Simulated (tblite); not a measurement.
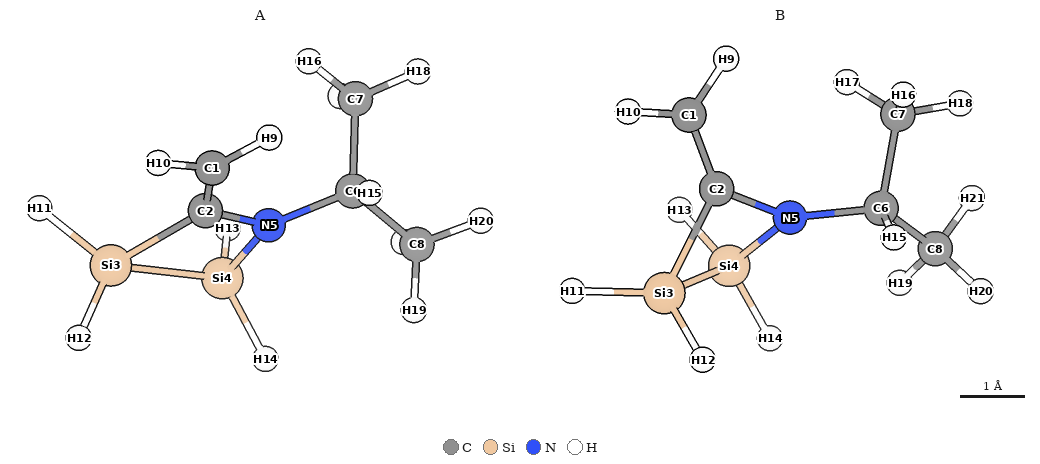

Two geometries of C$_{5}$H$_{13}$NSi$_{2}$, drawn at one scale. One is the start of a relaxation, the other its converged end. A ball-and-stick model, seen at a tilt.

The calculation used GFN2-xTB geometry optimisation, gas phase (tblite). 

> Which one is relaxed?

Structure A is the relaxed one. The energy falls by 2.019 eV in 147 geometry steps. H9 moves most after the best rigid fit: 2.08 Å. Largest moves by element: H 2.08 Å, C 1.43 Å, Si 0.82 Å, N 0.13 Å. Among the contacts that change: Si3–Si4 2.194 → 2.316 Å, C2–Si3 1.842 → 1.905 Å, N5–C6 1.475 → 1.442 Å, C7–H18 1.120 → 1.088 Å. Among the angles between lasting bonds that change: C2–N5–Si4 92.5° → 107.9°, Si3–Si4–H13 112.7° → 122.6°, C2–N5–C6 131.3° → 121.6°. Groups turn about C6–C8 by about 55°, C2–N5 by about 50°, C6–C7 by about 45°. The run took 2.2 s on 1 thread of Arm Neoverse N1, on a shared host.
